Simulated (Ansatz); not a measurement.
# AlH₃ (singlet): PBE-QIDH, RKS PBE0, RPA-PBE over a scan of the scale of all distances, cc-pVDZ, part 2 of 2

Ansatz 0.2.0, Gaussian basis; cc-pVDZ, all electrons in the functionals, frozen cores in the correlation of double hybrids and RPA.

## Step 12: RKS PBE0, 2.012

in.yaml

```yaml
crystal:
  periodic: [false, false, false]
  atoms:
    - {symbol: Al, position_ang: [0.000000, 0.000000, 0.000000]}
    - {symbol: H, position_ang: [3.190581, 0.030283, -0.000167]}
    - {symbol: H, position_ang: [-1.621517, 2.747977, -0.005613]}
    - {symbol: H, position_ang: [-1.569065, -2.778260, 0.005780]}
basis:
  gaussian: {orbitals: cc-pVDZ}
hamiltonian: {xc: {name: PBE0}}
```

The run is started by

```bash
ansatz run in.yaml --threads 1 --pin off --events-out ev --progress --plain --max-ram 2393MiB
```

The log of the run:

```text
Functional definition: PBE0
  name "PBE0"
  cite "Adamo & Barone, J. Chem. Phys. 110, 6158 (1999) doi:10.1063/1.478522"
  cite "Perdew, Burke & Ernzerhof, Phys. Rev. Lett. 77, 3865 (1996) doi:10.1103/PhysRevLett.77.3865"
  parent pbe
  parameter a = 0.25
  parameter kappa = 0.804
  parameter beta = 0.06672455060314922
  exchange = (1 - a)*pbe_x(kappa = kappa, mu = beta*pi^2/3) + a*exact_x
  correlation = pbe_c(beta = beta)
308 factors; integrals over basis functions are off by at most 5.2e-4 eV
mean field evaluation 1: about -6630.7668 eV, gradient 1.1e1 eV
mean field evaluation 2: about -6629.0692 eV, gradient 1.9e1 eV
mean field evaluation 4: about -6631.8687 eV, gradient 3.9e-1 eV
mean field evaluation 8: about -6631.8690 eV, gradient 6.1e-3 eV
mean field -6631.86901234 eV, -243.7166909612 hartree, gradient 1.7e-5 eV, S^2 0.000000; 0 other end points of the search recorded, 0 dependent functions left out
reference -6631.86904397 eV, -243.7166921235 hartree; 8, 8 occupied and 25, 25 virtual orbitals, 308 factors
Total energy: -6631.86904397 eV, -243.7166921235 hartree
```

Wall time 0.39 s (1 thread of Arm Neoverse V1, shared host).

## Step 13: RKS PBE0, 2.385

in.yaml

```yaml
crystal:
  periodic: [false, false, false]
  atoms:
    - {symbol: Al, position_ang: [0.000000, 0.000000, 0.000000]}
    - {symbol: H, position_ang: [3.782076, 0.035897, -0.000198]}
    - {symbol: H, position_ang: [-1.922126, 3.257419, -0.006654]}
    - {symbol: H, position_ang: [-1.859950, -3.293315, 0.006852]}
basis:
  gaussian: {orbitals: cc-pVDZ}
hamiltonian: {xc: {name: PBE0}}
```

Same command.

The log of the run:

```text
Functional definition: PBE0
  name "PBE0"
  cite "Adamo & Barone, J. Chem. Phys. 110, 6158 (1999) doi:10.1063/1.478522"
  cite "Perdew, Burke & Ernzerhof, Phys. Rev. Lett. 77, 3865 (1996) doi:10.1103/PhysRevLett.77.3865"
  parent pbe
  parameter a = 0.25
  parameter kappa = 0.804
  parameter beta = 0.06672455060314922
  exchange = (1 - a)*pbe_x(kappa = kappa, mu = beta*pi^2/3) + a*exact_x
  correlation = pbe_c(beta = beta)
314 factors; integrals over basis functions are off by at most 3.8e-4 eV
mean field evaluation 1: about -6629.3441 eV, gradient 9.1e0 eV
mean field evaluation 2: about -6623.8365 eV, gradient 2.8e1 eV
mean field evaluation 4: about -6630.3475 eV, gradient 2.0e0 eV
mean field evaluation 8: about -6630.3806 eV, gradient 4.1e-2 eV
mean field -6630.38066205 eV, -243.6619950970 hartree, gradient 6.8e-5 eV, S^2 0.000000; 0 other end points of the search recorded, 0 dependent functions left out
reference -6630.38069703 eV, -243.6619963823 hartree; 8, 8 occupied and 25, 25 virtual orbitals, 314 factors
Total energy: -6630.38069703 eV, -243.6619963823 hartree
```

It took 0.36 s on 1 thread of Arm Neoverse V1, shared host.

## Step 14: RPA-PBE, 0.878

in.yaml

```yaml
crystal:
  periodic: [false, false, false]
  atoms:
    - {symbol: Al, position_ang: [0.000000, 0.000000, 0.000000]}
    - {symbol: H, position_ang: [1.392311, 0.013215, -0.000073]}
    - {symbol: H, position_ang: [-0.707600, 1.199167, -0.002450]}
    - {symbol: H, position_ang: [-0.684711, -1.212382, 0.002522]}
basis:
  gaussian: {orbitals: cc-pVDZ}
hamiltonian: {xc: {name: PBE}}
correlation: {method: rpa, electrons: outside_noble_gas}
```

The command is unchanged.

The log of the run:

```text
Functional definition: PBE
  name "PBE"
  cite "Perdew, Burke & Ernzerhof, Phys. Rev. Lett. 77, 3865 (1996) doi:10.1103/PhysRevLett.77.3865"
  parent pbe
  parameter kappa = 0.804
  parameter beta = 0.06672455060314922
  exchange = pbe_x(kappa = kappa, mu = beta*pi^2/3)
  correlation = pbe_c(beta = beta)
308 factors; integrals over basis functions are off by at most 1.1e-3 eV
mean field evaluation 1: about -6638.2737 eV, gradient 1.6e1 eV
mean field evaluation 2: about -6638.2709 eV, gradient 1.6e1 eV
mean field evaluation 4: about -6639.4366 eV, gradient 2.2e-1 eV
mean field evaluation 8: about -6639.4366 eV, gradient 2.6e-4 eV
mean field -6639.43662825 eV, -243.9947957163 hartree, gradient 6.2e-6 eV, S^2 0.000000; 0 other end points of the search recorded, 0 dependent functions left out
5 core orbitals not correlated: weight in the atoms' cores, before any rotation towards them, 1.000 or more for the frozen orbitals, at most 0.000 for the correlated occupied ones
reference -6628.27907729 eV, -243.5847632816 hartree; 3, 3 occupied and 25, 25 virtual orbitals, 308 factors
Total energy: -6633.25669139 eV, -243.7676872258 hartree
```

It took 0.57 s on 1 thread of Arm Neoverse V1, shared host.

## Step 15: RPA-PBE, 1.000

in.yaml

```yaml
crystal:
  periodic: [false, false, false]
  atoms:
    - {symbol: Al, position_ang: [0.000000, 0.000000, 0.000000]}
    - {symbol: H, position_ang: [1.585776, 0.015051, -0.000083]}
    - {symbol: H, position_ang: [-0.805923, 1.365794, -0.002790]}
    - {symbol: H, position_ang: [-0.779853, -1.380845, 0.002873]}
basis:
  gaussian: {orbitals: cc-pVDZ}
hamiltonian: {xc: {name: PBE}}
correlation: {method: rpa, electrons: outside_noble_gas}
```

Same command.

The log of the run:

```text
Functional definition: PBE
  name "PBE"
  cite "Perdew, Burke & Ernzerhof, Phys. Rev. Lett. 77, 3865 (1996) doi:10.1103/PhysRevLett.77.3865"
  parent pbe
  parameter kappa = 0.804
  parameter beta = 0.06672455060314922
  exchange = pbe_x(kappa = kappa, mu = beta*pi^2/3)
  correlation = pbe_c(beta = beta)
308 factors; integrals over basis functions are off by at most 1.0e-3 eV
mean field evaluation 1: about -6639.6524 eV, gradient 1.4e1 eV
mean field evaluation 2: about -6639.6488 eV, gradient 1.4e1 eV
mean field evaluation 4: about -6640.5656 eV, gradient 6.6e-1 eV
mean field evaluation 8: about -6640.5676 eV, gradient 1.5e-4 eV
mean field -6640.56760652 eV, -244.0363584011 hartree, gradient 2.6e-6 eV, S^2 0.000000; 0 other end points of the search recorded, 0 dependent functions left out
5 core orbitals not correlated: weight in the atoms' cores, before any rotation towards them, 1.000 or more for the frozen orbitals, at most 0.000 for the correlated occupied ones
reference -6629.29263715 eV, -243.6220109192 hartree; 3, 3 occupied and 25, 25 virtual orbitals, 308 factors
Total energy: -6634.29506856 eV, -243.8058468828 hartree
```

It took 0.57 s on 1 thread of Arm Neoverse V1, shared host.

## Step 16: RPA-PBE, 1.106

in.yaml

```yaml
crystal:
  periodic: [false, false, false]
  atoms:
    - {symbol: Al, position_ang: [0.000000, 0.000000, 0.000000]}
    - {symbol: H, position_ang: [1.753868, 0.016646, -0.000092]}
    - {symbol: H, position_ang: [-0.891351, 1.510568, -0.003086]}
    - {symbol: H, position_ang: [-0.862518, -1.527215, 0.003178]}
basis:
  gaussian: {orbitals: cc-pVDZ}
hamiltonian: {xc: {name: PBE}}
correlation: {method: rpa, electrons: outside_noble_gas}
```

The command is unchanged.

The log of the run:

```text
Functional definition: PBE
  name "PBE"
  cite "Perdew, Burke & Ernzerhof, Phys. Rev. Lett. 77, 3865 (1996) doi:10.1103/PhysRevLett.77.3865"
  parent pbe
  parameter kappa = 0.804
  parameter beta = 0.06672455060314922
  exchange = pbe_x(kappa = kappa, mu = beta*pi^2/3)
  correlation = pbe_c(beta = beta)
308 factors; integrals over basis functions are off by at most 1.2e-3 eV
mean field evaluation 1: about -6639.3934 eV, gradient 1.3e1 eV
mean field evaluation 2: about -6639.3876 eV, gradient 1.3e1 eV
mean field evaluation 4: about -6640.2291 eV, gradient 1.3e0 eV
mean field evaluation 8: about -6640.2376 eV, gradient 3.0e-4 eV
mean field -6640.23757870 eV, -244.0242301025 hartree, gradient 5.9e-6 eV, S^2 0.000000; 0 other end points of the search recorded, 0 dependent functions left out
5 core orbitals not correlated: weight in the atoms' cores, before any rotation towards them, 1.000 or more for the frozen orbitals, at most 0.000 for the correlated occupied ones
reference -6628.74382005 eV, -243.6018422628 hartree; 3, 3 occupied and 25, 25 virtual orbitals, 308 factors
Total energy: -6633.86226430 eV, -243.7899416197 hartree
```

Run time: 0.54 s. Hardware: 1 thread of Arm Neoverse V1, shared host.

From 1.000: +10.0 kcal/mol.

## Step 17: RPA-PBE, 1.325

in.yaml

```yaml
crystal:
  periodic: [false, false, false]
  atoms:
    - {symbol: Al, position_ang: [0.000000, 0.000000, 0.000000]}
    - {symbol: H, position_ang: [2.101153, 0.019943, -0.000110]}
    - {symbol: H, position_ang: [-1.067848, 1.809677, -0.003697]}
    - {symbol: H, position_ang: [-1.033306, -1.829620, 0.003807]}
basis:
  gaussian: {orbitals: cc-pVDZ}
hamiltonian: {xc: {name: PBE}}
correlation: {method: rpa, electrons: outside_noble_gas}
```

The command is unchanged.

The log of the run:

```text
Functional definition: PBE
  name "PBE"
  cite "Perdew, Burke & Ernzerhof, Phys. Rev. Lett. 77, 3865 (1996) doi:10.1103/PhysRevLett.77.3865"
  parent pbe
  parameter kappa = 0.804
  parameter beta = 0.06672455060314922
  exchange = pbe_x(kappa = kappa, mu = beta*pi^2/3)
  correlation = pbe_c(beta = beta)
308 factors; integrals over basis functions are off by at most 1.6e-3 eV
mean field evaluation 1: about -6637.0142 eV, gradient 1.4e1 eV
mean field evaluation 2: about -6637.0088 eV, gradient 1.4e1 eV
mean field evaluation 4: about -6638.0474 eV, gradient 1.3e0 eV
mean field evaluation 8: about -6638.0580 eV, gradient 2.0e-3 eV
mean field -6638.05802167 eV, -243.9441328591 hartree, gradient 2.9e-7 eV, S^2 0.000000; 0 other end points of the search recorded, 0 dependent functions left out
5 core orbitals not correlated: weight in the atoms' cores, before any rotation towards them, 1.000 or more for the frozen orbitals, at most 0.000 for the correlated occupied ones
reference -6625.83435000 eV, -243.4949212107 hartree; 3, 3 occupied and 25, 25 virtual orbitals, 308 factors
Total energy: -6631.48172417 eV, -243.7024583835 hartree
```

It took 0.54 s on 1 thread of Arm Neoverse V1, shared host.

From 1.000: +64.9 kcal/mol.

## Step 18: RPA-PBE, 1.487

in.yaml

```yaml
crystal:
  periodic: [false, false, false]
  atoms:
    - {symbol: Al, position_ang: [0.000000, 0.000000, 0.000000]}
    - {symbol: H, position_ang: [2.358049, 0.022381, -0.000123]}
    - {symbol: H, position_ang: [-1.198407, 2.030936, -0.004149]}
    - {symbol: H, position_ang: [-1.159642, -2.053316, 0.004272]}
basis:
  gaussian: {orbitals: cc-pVDZ}
magnetization: {spin_polarized: true, initial_magnetization: 0}
hamiltonian: {xc: {name: PBE}}
correlation: {method: rpa, electrons: outside_noble_gas}
```

The command is unchanged.

The log of the run:

```text
Functional definition: PBE
  name "PBE"
  cite "Perdew, Burke & Ernzerhof, Phys. Rev. Lett. 77, 3865 (1996) doi:10.1103/PhysRevLett.77.3865"
  parent pbe
  parameter kappa = 0.804
  parameter beta = 0.06672455060314922
  exchange = pbe_x(kappa = kappa, mu = beta*pi^2/3)
  correlation = pbe_c(beta = beta)
308 factors; integrals over basis functions are off by at most 1.3e-3 eV
mean field evaluation 1: about -6634.8093 eV, gradient 1.1e1 eV
mean field evaluation 2: about -6634.8052 eV, gradient 1.1e1 eV
mean field evaluation 4: about -6636.2114 eV, gradient 5.9e-1 eV
mean field evaluation 8: about -6636.2158 eV, gradient 2.3e-2 eV
mean field evaluation 16: about -6636.1916 eV, gradient 3.7e-1 eV
mean field -6636.21582738 eV, -243.8764334677 hartree, gradient 8.9e-7 eV, S^2 0.000000; 2 other end points of the search recorded, 0 dependent functions left out
5 core orbitals not correlated: weight in the atoms' cores, before any rotation towards them, 1.000 or more for the frozen orbitals, at most 0.000 for the correlated occupied ones
reference -6623.27109975 eV, -243.4007235015 hartree; 3, 3 occupied and 25, 25 virtual orbitals, 308 factors
Total energy: -6629.57735115 eV, -243.6324739657 hartree
```

Wall time 0.9 s (1 thread of Arm Neoverse V1, shared host).

From the report: ⟨S²⟩ of the determinant 0.000 (pure singlet: 0.00).

From 1.000: +108.8 kcal/mol.

## Step 19: RPA-PBE, 1.721

in.yaml

```yaml
crystal:
  periodic: [false, false, false]
  atoms:
    - {symbol: Al, position_ang: [0.000000, 0.000000, 0.000000]}
    - {symbol: H, position_ang: [2.729121, 0.025903, -0.000143]}
    - {symbol: H, position_ang: [-1.386993, 2.350531, -0.004802]}
    - {symbol: H, position_ang: [-1.342128, -2.376434, 0.004944]}
basis:
  gaussian: {orbitals: cc-pVDZ}
magnetization: {spin_polarized: true, initial_magnetization: 0}
hamiltonian: {xc: {name: PBE}}
correlation: {method: rpa, electrons: outside_noble_gas}
```

Same command.

The log of the run:

```text
Functional definition: PBE
  name "PBE"
  cite "Perdew, Burke & Ernzerhof, Phys. Rev. Lett. 77, 3865 (1996) doi:10.1103/PhysRevLett.77.3865"
  parent pbe
  parameter kappa = 0.804
  parameter beta = 0.06672455060314922
  exchange = pbe_x(kappa = kappa, mu = beta*pi^2/3)
  correlation = pbe_c(beta = beta)
308 factors; integrals over basis functions are off by at most 1.0e-3 eV
mean field evaluation 1: about -6632.0557 eV, gradient 1.2e1 eV
mean field evaluation 2: about -6632.0535 eV, gradient 1.2e1 eV
mean field evaluation 4: about -6633.9798 eV, gradient 1.3e0 eV
mean field evaluation 8: about -6634.0055 eV, gradient 1.9e-1 eV
mean field evaluation 16: about -6634.0060 eV, gradient 1.5e-6 eV
mean field evaluation 32: about -6634.1322 eV, gradient 1.1e-3 eV
mean field evaluation 64: about -6633.9053 eV, gradient 2.2e0 eV
mean field evaluation 96: about -6631.5155 eV, gradient 6.7e0 eV
mean field evaluation 128: about -6634.1277 eV, gradient 2.3e-1 eV
mean field evaluation 160: about -6634.1307 eV, gradient 5.3e-2 eV
mean field evaluation 192: about -6634.1311 eV, gradient 1.1e-1 eV
mean field evaluation 224: about -6630.4544 eV, gradient 7.4e0 eV
mean field evaluation 256: about -6631.6693 eV, gradient 8.6e0 eV
mean field -6634.13224507 eV, -243.7998632299 hartree, gradient 4.1e-6 eV, S^2 0.635127; 18 other end points of the search recorded, 0 dependent functions left out
5 core orbitals not correlated: weight in the atoms' cores, before any rotation towards them, 1.000 or more for the frozen orbitals, at most 0.000 for the correlated occupied ones
reference -6621.44072003 eV, -243.3334582874 hartree; 3, 3 occupied and 25, 25 virtual orbitals, 308 factors
Total energy: -6627.50097203 eV, -243.5561684406 hartree
```

It took 8.5 s on 1 thread of Arm Neoverse V1, shared host.

From the report: ⟨S²⟩ of the determinant 0.635 (pure singlet: 0.00). The determinant is far from a pure spin state, so its energy mixes those of several spin states (harmless only where they are near-degenerate, as at dissociation).

From 1.000: +156.7 kcal/mol.

## Step 20: RPA-PBE, 2.012

in.yaml

```yaml
crystal:
  periodic: [false, false, false]
  atoms:
    - {symbol: Al, position_ang: [0.000000, 0.000000, 0.000000]}
    - {symbol: H, position_ang: [3.190581, 0.030283, -0.000167]}
    - {symbol: H, position_ang: [-1.621517, 2.747977, -0.005613]}
    - {symbol: H, position_ang: [-1.569065, -2.778260, 0.005780]}
basis:
  gaussian: {orbitals: cc-pVDZ}
magnetization: {spin_polarized: true, initial_magnetization: 0}
hamiltonian: {xc: {name: PBE}}
correlation: {method: rpa, electrons: outside_noble_gas}
```

Same command.

The log of the run:

```text
Functional definition: PBE
  name "PBE"
  cite "Perdew, Burke & Ernzerhof, Phys. Rev. Lett. 77, 3865 (1996) doi:10.1103/PhysRevLett.77.3865"
  parent pbe
  parameter kappa = 0.804
  parameter beta = 0.06672455060314922
  exchange = pbe_x(kappa = kappa, mu = beta*pi^2/3)
  correlation = pbe_c(beta = beta)
308 factors; integrals over basis functions are off by at most 5.2e-4 eV
mean field evaluation 1: about -6630.1701 eV, gradient 1.1e1 eV
mean field evaluation 2: about -6630.1694 eV, gradient 1.1e1 eV
mean field evaluation 4: about -6632.0557 eV, gradient 3.1e0 eV
mean field evaluation 8: about -6632.1644 eV, gradient 2.1e0 eV
mean field evaluation 16: about -6632.3561 eV, gradient 8.3e-1 eV
mean field evaluation 32: about -6632.9393 eV, gradient 1.8e-1 eV
mean field evaluation 64: about -6632.9404 eV, gradient 1.3e-3 eV
mean field evaluation 96: about -6631.2613 eV, gradient 1.6e-3 eV
mean field evaluation 128: about -6630.0197 eV, gradient 1.4e-6 eV
mean field evaluation 160: about -6632.0500 eV, gradient 4.4e-5 eV
mean field evaluation 192: about -6631.5290 eV, gradient 3.4e0 eV
mean field evaluation 224: about -6632.9399 eV, gradient 1.3e-1 eV
mean field evaluation 256: about -6621.9420 eV, gradient 7.1e0 eV
mean field -6632.94035491 eV, -243.7560620744 hartree, gradient 9.6e-6 eV, S^2 1.191029; 20 other end points of the search recorded, 0 dependent functions left out
5 core orbitals not correlated: weight in the atoms' cores, before any rotation towards them, 1.000 or more for the frozen orbitals, at most 0.000 for the correlated occupied ones
reference -6621.52158029 eV, -243.3364298470 hartree; 3, 3 occupied and 25, 25 virtual orbitals, 308 factors
Total energy: -6626.51341458 eV, -243.5198763738 hartree
```

Wall time 8.5 s (1 thread of Arm Neoverse V1, shared host).

From the report: ⟨S²⟩ of the determinant 1.191 (pure singlet: 0.00). The determinant is far from a pure spin state, so its energy mixes those of several spin states (harmless only where they are near-degenerate, as at dissociation).

From 1.000: +179.4 kcal/mol.

## Step 21: RPA-PBE, 2.385

in.yaml

```yaml
crystal:
  periodic: [false, false, false]
  atoms:
    - {symbol: Al, position_ang: [0.000000, 0.000000, 0.000000]}
    - {symbol: H, position_ang: [3.782076, 0.035897, -0.000198]}
    - {symbol: H, position_ang: [-1.922126, 3.257419, -0.006654]}
    - {symbol: H, position_ang: [-1.859950, -3.293315, 0.006852]}
basis:
  gaussian: {orbitals: cc-pVDZ}
magnetization: {spin_polarized: true, initial_magnetization: 0}
hamiltonian: {xc: {name: PBE}}
correlation: {method: rpa, electrons: outside_noble_gas}
```

Launched as before.

The log of the run:

```text
Functional definition: PBE
  name "PBE"
  cite "Perdew, Burke & Ernzerhof, Phys. Rev. Lett. 77, 3865 (1996) doi:10.1103/PhysRevLett.77.3865"
  parent pbe
  parameter kappa = 0.804
  parameter beta = 0.06672455060314922
  exchange = pbe_x(kappa = kappa, mu = beta*pi^2/3)
  correlation = pbe_c(beta = beta)
314 factors; integrals over basis functions are off by at most 3.8e-4 eV
mean field evaluation 1: about -6629.4177 eV, gradient 8.3e0 eV
mean field evaluation 2: about -6629.4170 eV, gradient 8.3e0 eV
mean field evaluation 4: about -6630.0892 eV, gradient 6.8e0 eV
mean field evaluation 8: about -6627.4797 eV, gradient 1.4e1 eV
mean field evaluation 16: about -6630.9899 eV, gradient 1.9e-6 eV
mean field evaluation 32: about -6632.2945 eV, gradient 1.2e-6 eV
mean field evaluation 64: about -6632.2945 eV, gradient 6.9e-6 eV
mean field evaluation 96: about -6631.7805 eV, gradient 3.3e0 eV
mean field evaluation 128: about -6632.2298 eV, gradient 7.7e-1 eV
mean field evaluation 160: about -6631.9716 eV, gradient 1.4e-1 eV
mean field evaluation 192: about -6611.7209 eV, gradient 1.6e1 eV
mean field -6632.29454783 eV, -243.7323291022 hartree, gradient 1.1e-6 eV, S^2 1.558499; 15 other end points of the search recorded, 0 dependent functions left out
5 core orbitals not correlated: weight in the atoms' cores, before any rotation towards them, 1.000 or more for the frozen orbitals, at most 0.000 for the correlated occupied ones
reference -6621.69027030 eV, -243.3426290905 hartree; 3, 3 occupied and 25, 25 virtual orbitals, 314 factors
Total energy: -6625.99936007 eV, -243.5009852187 hartree
```

Run time: 6 s. Hardware: 1 thread of Arm Neoverse V1, shared host.

From the report: ⟨S²⟩ of the determinant 1.558 (pure singlet: 0.00). The determinant is far from a pure spin state, so its energy mixes those of several spin states (harmless only where they are near-degenerate, as at dissociation).

From 1.000: +191.3 kcal/mol.

## Step 22: Against the wave-function levels

The yardstick is full CI for this spin, exact in this basis with these frozen cores. It comes from earlier runs at the same points. Energies in kcal/mol, counted from 1.000; blanks weren't run or aren't comparable.

```tsv
level	0.878	1.000	1.106	1.325	1.487	1.721	2.012	2.385
FCI	23.7	0.0	10.4	65.9	109.0	152.4	177.5	190.8
PBE-QIDH	23.4	0.0	11.2	71.7	125.6	169.3	188.7	197.2
RKS PBE0	24.7	0.0	9.4	65.0	112.4	171.1	220.0	254.3
RPA-PBE	23.9	0.0	10.0	64.9	108.8	156.7	179.4	191.3
```

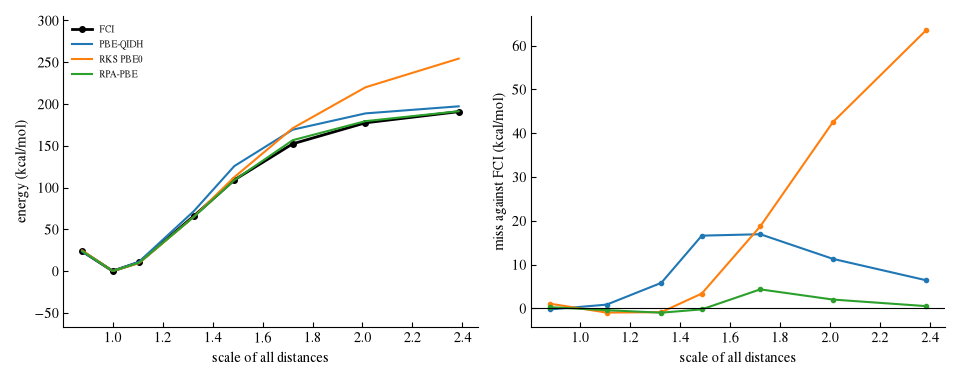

Left: the curves (the axis may cut off levels that run far away). Right: misses against FCI, in the same colours.

Largest miss and mean time a point (FCI took 12 s a point; shared hosts):

```tsv
level	largest miss (kcal/mol)	where	time a point
PBE-QIDH	+16.9	1.721	2 s
RKS PBE0	+63.5	2.385	0.38 s
RPA-PBE	+4.3	1.721	3.3 s
```

## Step 23: Summary of results

What follows sums up all 2 parts.

| quantity | value |
| --- | --- |
| span of the FCI curve | 190.8 kcal/mol |
| largest miss, PBE-QIDH | +16.9 kcal/mol (1.721) |
| largest miss, RKS PBE0 | +63.5 kcal/mol (2.385) |
| largest miss, RPA-PBE | +4.3 kcal/mol (1.721) |

In words: Misses are known at 7 of 7 points at best, and only functionals with that many are ranked. Of the functionals, RPA-PBE keep the smallest largest miss at the points compared (at most 4.3 kcal/mol) and RKS PBE0 strays most (63.5 kcal/mol, at 2.385). PBE-QIDH, RPA-PBE clearly break the spin symmetry at some points (⟨S²⟩ up to 1.91 above the pure value), so energy there is bought with a mixed spin. Functionals and the yardstick converge differently with the basis, so part of each miss in cc-pVDZ is the basis.
